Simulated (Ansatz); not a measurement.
## NaGeCl3 (model cell, started as cubic perovskite with Ge in the octahedra): following an unstable mode

Which phase does NaGeCl3 (model cell, started as cubic perovskite with Ge in the octahedra) fall into along its unstable mode, and how much energy does it gain?

Method: DFT PBEsol, scalar-relativistic, plane waves, PAW; PAW set soft_1, in Ansatz 0.2.0.

The structure was built from a prototype and need not be the compound's stable phase.

**1. Starting point**

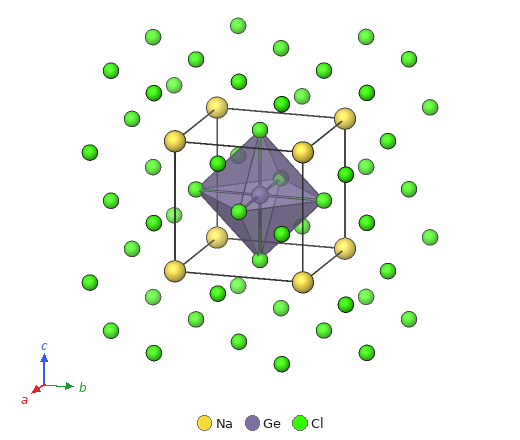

The starting structure, seen slightly off an axis (sodium yellow, germanium purple, chlorine green). Some periodic images of atoms are drawn too.

Coordinates:

```cif
data_structure
_symmetry_space_group_name_H-M 'P 1'
_symmetry_Int_Tables_number 1
_cell_length_a 5.1274
_cell_length_b 5.1274
_cell_length_c 5.1274
_cell_angle_alpha 90.000
_cell_angle_beta 90.000
_cell_angle_gamma 90.000
_cell_volume 134.80
loop_
_atom_site_label
_atom_site_type_symbol
_atom_site_fract_x
_atom_site_fract_y
_atom_site_fract_z
_atom_site_occupancy
Na1 Na 0.00000 0.00000 0.00000 1
Ge2 Ge 0.50000 0.50000 0.50000 1
Cl3 Cl 0.50000 0.50000 0.00000 1
Cl4 Cl 0.50000 0.00000 0.50000 1
Cl5 Cl 0.00000 0.50000 0.50000 1
```

**2. Phonons on a q mesh**

The cell comes from relaxations at this level that are not shown. Stability and thermal properties need the whole zone. Linear response on a 2×2×2 q mesh gives force constants as far as a supercell of that size would, and the tensors from the zone-centre run are typed in so that the long-range dipole term is interpolated apart.

File input.yaml:

```yaml
crystal:
  lattice:
    - [5.1274103071, 0.0, 0.0]
    - [0.0, 5.1274103071, 0.0]
    - [0.0, 0.0, 5.1274103071]
  atoms:
    - { symbol: Na, position: [0.0, 0.0, 0.0] }
    - { symbol: Ge, position: [0.5, 0.5, 0.5] }
    - { symbol: Cl, position: [0.5, 0.5, 0.0] }
    - { symbol: Cl, position: [0.5, 0.0, 0.5] }
    - { symbol: Cl, position: [0.0, 0.5, 0.5] }
kpoints:
  mp_grid: { grid: [12, 12, 12] }
hamiltonian:
  xc: pbesol
  pseudopotentials: { kind: paw, azcp: { folder: soft_1 }, xc_functional: pbe }
scf:
  occupations: { method: fixed }
output:
  eigenvalues: true
phonons:
  method: dfpt
  qmesh: [2, 2, 2]
  temperatures: { t_max: 1000, t_step: 50 }
  qpath:
    path:
      - [[0.0, 0.0, 0.0], [0.0, 0.5, 0.0], [0.5, 0.5, 0.0], [0.0, 0.0, 0.0], [0.5, 0.5, 0.5], [0.0, 0.5, 0.0]]
      - [[0.5, 0.5, 0.5], [0.5, 0.5, 0.0]]
    npoints: 10
  non_analytic_term:
    high_frequency_dielectric_tensor: [[7.5307, 0.0, 0.0], [0.0, 7.5307, 0.0], [0.0, 0.0, 7.5307]]
    born_effective_charges:
      - { species: Na, tensor: [[1.3094, 0.0, 0.0], [0.0, 1.3094, 0.0], [0.0, 0.0, 1.3094]] }
      - { species: Ge, tensor: [[5.0496, 0.0, 0.0], [0.0, 5.0496, 0.0], [0.0, 0.0, 5.0496]] }
      - { species: Cl, tensor: [[-0.545, 0.0, 0.0], [0.0, -0.545, 0.0], [0.0, 0.0, -5.269]] }
      - { species: Cl, tensor: [[-0.545, 0.0, 0.0], [0.0, -5.269, 0.0], [0.0, 0.0, -0.545]] }
      - { species: Cl, tensor: [[-5.269, 0.0, 0.0], [0.0, -0.545, 0.0], [0.0, 0.0, -0.545]] }
    source: "zone-centre run at this cell"
```

Started as:

```bash
> ansatz run input.yaml --threads 8 --pin off --max-ram 16384MiB --backend cpu --events-out ev --progress --plain --runs-dir out
```

Numbers of over 12 decimals in the logs are rounded to 6 here.

What it wrote:

```text
Engine: ansatz 0.2.0, aarch64-unknown-linux-gnu
Pseudopotentials: kind: paw
Pseudopotential: Na, paw, valence charge 9, recommended cutoff 420 eV (normal), soft_1/Na.paw.azcp
Pseudopotential: Ge, paw, valence charge 14, recommended cutoff 420 eV (normal), soft_1/Ge.paw.azcp
Pseudopotential: Cl, paw, valence charge 7, recommended cutoff 420 eV (normal), soft_1/Cl.paw.azcp
Functional definition: PBEsol
  exchange = pbesol_x
  correlation = pbesol_c
Crystal: 5 atoms, lattice volume = 134.801 Å³
Basis set: ecut = 420 eV, 2601 PW (Γ), exchange–correlation on 72×72×72 points (8 copies of the dense FFT grid, shifted against one another)
Bands: 27, of which v1, the nominal top of the filled ones, is band 22 counted from 1 (21 counted from 0)
Symmetry: 48 space group operations
k-points: 84 of 1728
Non-local potential: Na, projectors of the file, l = 0: 3, l = 1: 2, l = 2: 1
Non-local potential: Ge, projectors of the file, l = 0: 2, l = 1: 2, l = 2: 3, l = 3: 1
Non-local potential: Cl, projectors of the file, l = 0: 2, l = 1: 2, l = 2: 1
PAW form: soft (Blöchl's): semilocal exchange-correlation on the pseudo side does not see the compensation charge
PAW frozen core: Na, regenerated for the run's functional, and the local potential with it (the file was generated under x = pbe(κ = 0.804, μ = 0.219515), c = pbe(β = 0.066725))
PAW frozen core: Ge, regenerated for the run's functional, and the local potential with it (the file was generated under x = pbe(κ = 0.804, μ = 0.219515), c = pbe(β = 0.066725))
PAW frozen core: Cl, regenerated for the run's functional, and the local potential with it (the file was generated under x = pbe(κ = 0.804, μ = 0.219515), c = pbe(β = 0.066725))
PAW one-centre angular grid: Na, 110 points (default); XC on 64 Gauss nodes
PAW one-centre angular grid: Ge, 590 points (default); XC on 64 Gauss nodes
PAW one-centre angular grid: Cl, 110 points (default); XC on 64 Gauss nodes
Initial density: superposition of atomic densities (chi_scale 0.1, normalization cell, long waves kept (reshape's long-wave potential 0.02 eV rms))
Initial wavefunctions: pseudopotential atomic-orbital guess
Functional: x = pbesol(κ = 0.804, μ = 0.123457), c = pbesol(β = 0.046)
SCF iter   1: F=—  HF=-8918.521809 eV  |F-HF|=—  |Δ(HF+E_count)|=         —  Δρ=5.03e-2  dr2=2.94e0  ethr=3.10e-3  ⟨swp⟩=5.1  Hψ=9374  notcnv=0  defer=214
preconditioner: auto → Resta (q_TF=auto, 2.264 Å⁻¹)  ε∞=3.7  [insulator: Δε(μ)=0.000 eV  Ē_g=9.900 eV  n_scr=26 (ndim 8)  ℏωp=16.3 eV  f_vac=0.027  ε∞_Penn≈3.7]
SCF iter   2: F=—  HF=-8917.357568 eV  |F-HF|=—  |Δ(HF+E_count)|=    1.16e0  Δρ=1.79e-2  dr2=4.79e-1  ethr=3.10e-3  ⟨swp⟩=3.0  Hψ=5292  notcnv=0  defer=217
SCF iter   3: F=—  HF=-8917.171670 eV  |F-HF|=—  |Δ(HF+E_count)|=   1.86e-1  Δρ=6.01e-3  dr2=6.67e-2  ethr=1.09e-3  ⟨swp⟩=2.6  Hψ=4255  notcnv=0  defer=240
SCF iter   4: F=—  HF=-8917.159066 eV  |F-HF|=—  |Δ(HF+E_count)|=   1.26e-2  Δρ=2.19e-3  dr2=8.14e-3  ethr=1.51e-4  ⟨swp⟩=3.0  Hψ=4055  notcnv=0  defer=246
SCF iter   5: F=—  HF=-8917.158062 eV  |F-HF|=—  |Δ(HF+E_count)|=   1.00e-3  Δρ=7.78e-4  dr2=8.99e-4  ethr=1.85e-5  ⟨swp⟩=2.6  Hψ=4198  notcnv=0  defer=248
SCF iter   6: F=—  HF=-8917.158500 eV  |F-HF|=—  |Δ(HF+E_count)|=   4.38e-4  Δρ=1.29e-4  dr2=2.54e-5  ethr=2.04e-6  ⟨swp⟩=2.0  Hψ=3924  notcnv=0  defer=248
SCF iter   7: F=—  HF=-8917.158548 eV  |F-HF|=—  |Δ(HF+E_count)|=   4.79e-5  Δρ=5.59e-5  dr2=4.47e-6  ethr=5.77e-8  ⟨swp⟩=2.0  Hψ=3933  notcnv=0  defer=248
SCF iter   8: F=—  HF=-8917.158546 eV  |F-HF|=—  |Δ(HF+E_count)|=   2.35e-6  Δρ=1.19e-5  dr2=3.26e-7  ethr=1.01e-8  ⟨swp⟩=2.0  Hψ=4045  notcnv=0  defer=205
SCF iter   9: F=—  HF=-8917.158549 eV  |F-HF|=—  |Δ(HF+E_count)|=   3.06e-6  Δρ=3.44e-6  dr2=2.22e-8  ethr=7.41e-10  ⟨swp⟩=2.0  Hψ=4040  notcnv=0  defer=147
SCF iter  10: F=—  HF=-8917.158549 eV  |F-HF|=—  |Δ(HF+E_count)|=   4.12e-8  Δρ=5.99e-7  dr2=6.40e-10  ethr=5.05e-11  ⟨swp⟩=2.0  Hψ=3944  notcnv=0  defer=148
SCF iter  11: F=—  HF=-8917.158549 eV  |F-HF|=—  |Δ(HF+E_count)|=   2.37e-9  Δρ=2.15e-7  dr2=7.36e-11  ethr=1.46e-12  ⟨swp⟩=2.0  Hψ=3920  notcnv=0  defer=148
SCF iter  12: F=-8917.158549 eV  HF=-8917.158549 eV  |F-HF|=3.64e-12  |Δ(HF+E_count)|=  2.76e-10  Δρ=4.74e-8  dr2=5.21e-12  ethr=1.00e-12  ⟨swp⟩=15.4  Hψ=14758  notcnv=0
SCF 1 converged in 12 iterations: F = -8917.158549 eV  dr2 = 5.21e-12
  greatest PAW one-centre occupation: 0.999 electrons in one spin orbital (limit 2), on the Na atom at site 0 (counted from 0), in its partial waves of l = 0
NSCF: frozen V_eff on 84 k-points
NSCF: frozen V_eff on 343 k-points
DFPT response loops at q = (0, 0, 0) (fractional): preconditioner auto → none (the input reference at scf.mixing.eps_inf says where Resta's filter doesn't serve); β = 0.50; Broyden in place of MSR1
NSCF: frozen V_eff on 686 k-points
DFPT response loops at q = (0, 0, -0.5) (fractional): mixed as the last ones told, above
NSCF: frozen V_eff on 686 k-points
DFPT response loops at q = (0, -0.5, -0.5) (fractional): mixed as the last ones told, above
NSCF: frozen V_eff on 686 k-points
DFPT response loops at q = (-0.5, -0.5, -0.5) (fractional): mixed as the last ones told, above
SCF converged after 12 iterations
Free energy (F): -8917.158549 eV
Harris-Foulkes:  -8917.158549 eV  (|F-HF|=3.64e-12)
Internal energy: -8917.158549 eV  (E = F + TS)
E sigma→0 (E₀):  -8917.158549 eV
Fermi energy:    4.571986 eV
--- Per-component energies (eV) ---
  E_band       = -514.014513
  E_kinetic    = 660.773543
  E_local      = -5011.220536  (includes V_loc(G=0)·N_el)
  E_nonlocal   = 585.948506
  E_hartree    = 2046.687214
  E_xc         = -427.101896
  E_vxc        = -460.395837  (∫ρ·V_xc dr)
  E_paw        = -4171.552038  (= ΣΔE_a)
  E_vpaw       = -382.494929  (= ΣTr[D̂ρ^β])
  E_aug_tail   = 0.000331  (compensation charges beyond the density's cutoff)
  E_ewald      = -2601.901603
  E_core_change = 1.207928  (= ΣΔE_core)
  E_smearing   = -0.000000  (= −TS)
  E_closure    = -0.000000  (closes the sum)
  Σ components = -8917.158549   (vs F -8917.158549, Δ=0.00e0)
--- Band table (eV; the first three rows and the last of 84) ---
  k-point 0: bands = [... 18 lower, 0.6925, 0.7739, 0.7739, 0.7739, 5.4119, 9.4622, 9.4622, 9.4705, ... 1 higher]
  k-point 1: bands = [... 18 lower, 0.6807, 0.7632, 0.7632, 0.7768, 5.4892, 9.4169, 9.4478, 9.4478, ... 1 higher]
  k-point 2: bands = [... 18 lower, 0.6490, 0.7508, 0.7508, 0.8157, 5.7097, 9.0408, 9.2681, 9.4112, ... 1 higher]
  k-point 83: bands = [... 18 lower, 1.3479, 1.3479, 1.3479, 4.5720, 4.9197, 4.9197, 4.9197, 6.3794, ... 1 higher]
--- Phonons (Γ-DFPT): 4 representative perturbations + reference (Σ response iterations 12) ---
  ASR residual: 5.850e-5 → 0.000e0 eV/Å²; symmetrization residual: 5.549e-6 eV/Å²
  ASR residual per site (eV/Å²): 5.85e-5 1.68e-5 3.51e-5 3.51e-5 3.51e-5
  Γ frequencies (cm⁻¹): -89.48 -89.48 -89.48 0.00 0.00 0.00 15.84 15.84 15.84 34.58 34.58 34.58 103.34 103.34 103.34
--- Phonons (arbitrary-q DFPT): 4 irreducible q on the 2×2×2 mesh ---
  q = [0.0000, 0.0000, 0.0000] (star 1, of the zone-centre solve; hermiticity 1.78e-5, symmetrization 9.42e-12): -89.48 -89.48 -89.48 -0.00 -0.00 -0.00 15.84 15.84 15.84 34.58 34.58 34.58 103.34 103.34 103.34
  q = [0.0000, 0.0000, -0.5000] (star 3, 9 solved perturbations in 2646 linear systems a pass and spin channel, the states on 343 of 1728 k-point pairs; hermiticity 1.54e-6, symmetrization 2.08e-9): -82.21 -82.21 -20.44 -20.44 42.48 42.48 55.71 64.58 68.07 69.74 69.74 88.06 88.06 185.18 256.58
  q = [0.0000, -0.5000, -0.5000] (star 3, 9 solved perturbations in 2646 linear systems a pass and spin channel, the states on 343 of 1728 k-point pairs; hermiticity 1.73e-6, symmetrization 2.01e-8): -79.42 -79.42 -74.17 -71.02 51.64 57.92 57.92 72.31 73.83 73.83 118.62 186.09 186.09 231.52 262.15
  q = [-0.5000, -0.5000, -0.5000] (star 1, 4 solved perturbations in 931 linear systems a pass and spin channel, the states on 343 of 1728 k-point pairs; hermiticity 7.21e-7, symmetrization 4.06e-10): -83.49 -83.49 -83.49 -74.19 -74.19 -74.19 124.07 124.07 124.07 177.21 177.21 177.21 231.12 231.12 268.96
  sum rule: each row above includes the acoustic sum rule's correction from the zone centre's row sums; it moved no ω² by more than (0.83 cm⁻¹)²
  mesh force constants: q→R imaginary residual 8.03e-18; ASR residual 5.850e-5 → 0.000e0 eV/Å²; symmetrization residual 5.329e-15 eV/Å²
  interpolated dispersion: 63 rows × 15 modes
  density of states and harmonic sums: on the 12×12×12 q-mesh, interpolated from the force constants of a 2×2×2 supercell (with the dipole–dipole term of supplied tensors)
  largest difference from the sums on the solved wave vectors: F 1.01e-1 eV, S 1.12e-4 and C_V 5.68e-5 eV/K
  zero-point energy: 0.075838 eV/cell   skipped modes (ω ≤ 0): 386, of them read as no rigid motion or as one in doubt: 383 (4.624e0 modes/cell left out, lowest -89.48 cm⁻¹)   left out of the sums: 3.08e-1 of the cell's modes: C_V's classical limit lies that fraction below 3 k_B per atom; for a crystal, a wire or a layer, F and S can be off by more, and a phonons.interpolated_qmesh denser along its periods is the remedy for the sampling
```

Elapsed: 5 min, on 8 threads of Arm Neoverse V1, shared host; peak memory 3 GiB; 39 min of CPU time.

Numbers from this step:

```yaml
gap_on_the_k_mesh: 0.3477 eV
volume_per_atom: 26.96 Å³
sum_rule_residual_before_enforcement: 5.85e-5 eV/Å²
lowest_frequency_on_the_path: -89.48 cm⁻¹
point_group: m-3m
highest_frequency_on_the_path_or_at_a_solved_wavevector: 269 cm⁻¹
highest_optical_mode_at_the_zone_centre_no_lo_to_term: 103.3 cm⁻¹
lowest_optical_zone_centre_mode: -89.48 cm⁻¹
lowest_mode_on_the_q_mesh_acoustic_modes_at_gamma_apart: -89.48 cm⁻¹
```

Frequencies (cm⁻¹) solved at each irreducible wavevector; negative means imaginary. Frequencies by wavevector, by row:

| q in reciprocal lattice units | star | mode 1 | mode 2 | mode 3 | mode 4 | mode 13 | mode 14 | mode 15 |
| --- | --- | --- | --- | --- | --- | --- | --- | --- |
| 0 0 0 | 1 | -89.5 | -89.5 | -89.5 | 0 | 103.3 | 103.3 | 103.3 |
| 0 0 -0.5 | 3 | -82.2 | -82.2 | -20.4 | -20.4 | 88.1 | 185.2 | 256.6 |
| 0 -0.5 -0.5 | 3 | -79.4 | -79.4 | -74.2 | -71 | 186.1 | 231.5 | 262.1 |
| -0.5 -0.5 -0.5 | 1 | -83.5 | -83.5 | -83.5 | -74.2 | 231.1 | 231.1 | 269 |

Interpolated from a 2×2×2 q mesh, with the LO-TO term (at Γ the limit along the path; where Γ stands inside the path, tables give the limit on arrival). Phonon branches along the path, in cm⁻¹:

| point | branch 1 | branch 2 | branch 3 | branch 4 | branch 12 | branch 13 | branch 14 | branch 15 |
| --- | --- | --- | --- | --- | --- | --- | --- | --- |
| Γ | -90 | -90 | -84 | 0 | 102 | 103 | 103 | 243 |
| X | -82 | -82 | -20 | -20 | 88 | 88 | 185 | 257 |
| M | -79 | -79 | -74 | -71 | 186 | 186 | 232 | 262 |
| Γ | -90 | -90 | -84 | 0 | 102 | 103 | 103 | 243 |
| R | -84 | -84 | -84 | -74 | 177 | 231 | 231 | 269 |
| X | -82 | -82 | -20 | -20 | 88 | 88 | 185 | 257 |
| jump to R | -84 | -84 | -84 | -74 | 177 | 231 | 231 | 269 |
| M | -79 | -79 | -74 | -71 | 186 | 186 | 232 | 262 |

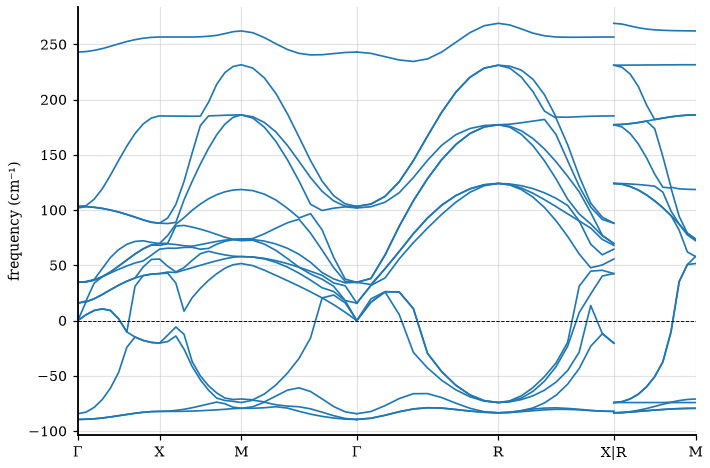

Phonon branches along the path.

Symmetry leaves 4 wavevectors to solve. The lowest mode among them, the acoustic zeros apart, lies at Γ and is imaginary, 89.5i cm⁻¹, so the energy falls along it.

**3. The mode frozen in, largest atomic shift 0 Å**

The mode followed lies at Γ with frequency 89.5i cm⁻¹ and is 3-fold degenerate, the softest among the wavevectors solved. At small amplitude the distorted cell has space group no. 38 by a symmetry search on the positions. The undistorted cell that holds it gives the zero of energy on the same k mesh.

input.yaml, the sections that differ from step 2:

```yaml
scf:
  occupations: { method: gaussian, width: 0.02 }
output:
  forces: true
  stress: true
  eigenvalues: true
# crystal, kpoints, hamiltonian: as in step 2
# phonons: removed
```

What it wrote:

```text
[...]
Crystal: 5 atoms, lattice volume = 134.801 Å³
Basis set: ecut = 420 eV, 2601 PW (Γ), exchange–correlation on 72×72×72 points (8 copies of the dense FFT grid, shifted against one another)
Bands: 27, of which v1, the nominal top of the filled ones, is band 22 counted from 1 (21 counted from 0)
Symmetry: 48 space group operations
[...]
k-points: 84 of 1728
[...]
k-point 0: bands = [... 18 lower, 0.6924, 0.7739, 0.7739, 0.7739, 5.4118, 9.4619, 9.4619, 9.4705, ... 1 higher]
  k-point 1: bands = [... 18 lower, 0.6807, 0.7632, 0.7632, 0.7768, 5.4891, 9.4166, 9.4477, 9.4477, ... 1 higher]
  k-point 2: bands = [... 18 lower, 0.6490, 0.7507, 0.7507, 0.8157, 5.7096, 9.0407, 9.2679, 9.4112, ... 1 higher]
  k-point 83: bands = [... 18 lower, 1.3478, 1.3478, 1.3478, 4.5719, 4.9196, 4.9196, 4.9196, 6.3794, ... 1 higher]
[key lines of the parts left out:]
SCF converged after 9 iterations
Free energy (F): -8917.158549 eV
Fermi energy:    4.745117 eV
P = ⅓ Tr σ = -0.0000 GPa (-0.000 kbar)
```

The job ended after 2.9 s (8 threads; peak memory 0.67 GiB; 21 s of CPU time).

Numbers from this step:

| Property | Result |
| --- | --- |
| pressure | -2.60e-5 GPa |
| energy from the undistorted cell | 0 meV/atom |

At this level the gap is 0.35 eV on the k-mesh of the self-consistent run, which can miss the band edges.

**4. The mode frozen in, largest atomic shift 0.6 Å**

The atoms are moved along the unstable eigenvector, the largest shift by 0.6 Å, with the cell fixed.

input.yaml, the sections that differ from step 3:

```yaml
crystal:
  lattice:
    - [5.1274103071, 0.0, 0.0]
    - [0.0, 5.1274103071, 0.0]
    - [0.0, 0.0, 5.1274103071]
  atoms:
    - { symbol: Na, position: [0.0, -0.082744318, -0.082744318] }
    - { symbol: Ge, position: [0.5, 0.5009326492, 0.5009326492] }
    - { symbol: Cl, position: [0.5, 0.5219313366, 0.0078872412] }
    - { symbol: Cl, position: [0.5, 0.0078872412, 0.5219313366] }
    - { symbol: Cl, position: [0.0, 0.5219313366, 0.5219313366] }
# kpoints, hamiltonian, scf, output: as in step 3
```

What it wrote:

```text
[...]
Crystal: 5 atoms, lattice volume = 134.801 Å³
Basis set: ecut = 420 eV, 2601 PW (Γ), exchange–correlation on 72×72×72 points (8 copies of the dense FFT grid, shifted against one another)
Bands: 27, of which v1, the nominal top of the filled ones, is band 22 counted from 1 (21 counted from 0)
Symmetry: 4 space group operations
[...]
P = ⅓ Tr σ = 0.3918 GPa (3.918 kbar)
--- Band table (eV; the first three rows and the last of 301) ---
  k-point 0: bands = [... 18 lower, 0.6114, 0.6977, 0.7179, 0.7215, 5.6172, 8.9937, 9.1169, 9.3149]
  k-point 1: bands = [... 18 lower, 0.6007, 0.6765, 0.6870, 0.7435, 5.6916, 8.9948, 9.0711, 9.3098]
  k-point 2: bands = [... 18 lower, 0.5658, 0.6296, 0.6736, 0.7841, 5.9045, 8.7624, 9.0035, 9.2327]
  k-point 300: bands = [... 18 lower, 1.1827, 1.2577, 1.3105, 4.2707, 4.8363, 4.9061, 5.0244, 6.6246]
[key lines of the parts left out:]
SCF converged after 10 iterations
Free energy (F): -8917.271566 eV
Fermi energy:    4.553516 eV
```

Elapsed: 17 s, on 8 threads; peak memory 1.1 GiB.

Numbers from this step:

* pressure: 0.3918 GPa
* gap on the k-mesh: 0.5656 eV
* energy from the undistorted cell: -22.60 meV/atom

The energy, extrapolated to zero smearing, is -22.60 meV/atom against the undistorted cell.

The run ends at a pressure of 0.39 GPa, with forces up to 0.19 eV/Å.

**5. Energy along the mode, all amplitudes (two of the runs are shown above)**

An imaginary frequency means negative curvature, so the energy should fall and then rise again as anharmonic terms take over.

This step gave:

* depth at the lowest point sampled: 22.60 meV/atom
* largest atomic shift at that point: 0.6 Å

The energy from the parent by largest atomic shift:

| largest atomic shift (Å) | energy from the parent (meV/atom) |
| --- | --- |
| 0.000 | 0 |
| 0.040 | -0.133 |
| 0.080 | -0.531 |
| 0.140 | -1.61 |
| 0.220 | -3.92 |
| 0.320 | -8.01 |
| 0.450 | -14.7 |
| 0.600 | -22.6 |

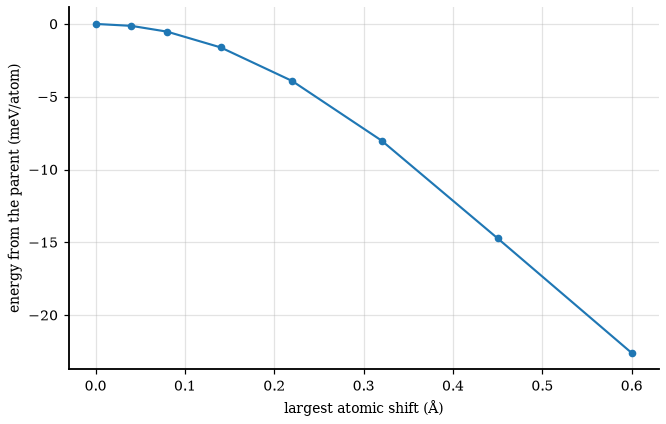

Energy from the parent against largest atomic shift.

Displacement at unit largest shift by atom:

| atom | x (Å) | y (Å) | z (Å) | size |
| --- | --- | --- | --- | --- |
| Na1 | 0.000 | -0.707 | -0.707 | 1.000 |
| Ge2 | 0.000 | 0.008 | 0.008 | 0.011 |
| Cl3 | 0.000 | 0.187 | 0.067 | 0.199 |
| Cl4 | 0.000 | 0.067 | 0.187 | 0.199 |
| Cl5 | 0.000 | 0.187 | 0.187 | 0.264 |

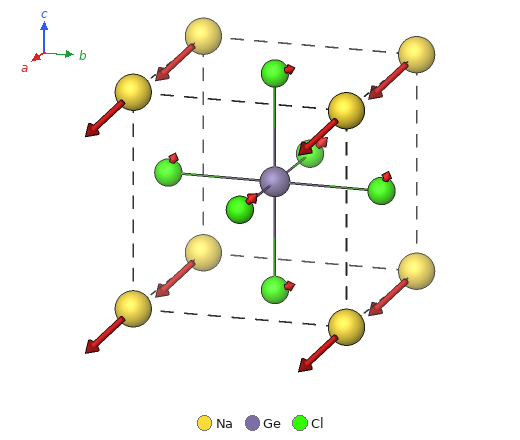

Displacement at unit largest shift as arrows, the longest 1.000 Å. Some periodic images of atoms are drawn too.

The lowest of the steps tried is the last one, at 0.6 Å, 22.6 meV/atom below the parent; the bottom of the well need not coincide with a step.

(Part 1 of 3 ends here.)

[Logs are printed without paths, hosts, clocks, repeated set-up lines and the standing remarks that a program may print on its own settings, such as how far it seeks lower states.]

[Hosts, paths, dates, database ids (printed as entryN), source tags and the programs' standing remarks are cut or masked in the printed files.]
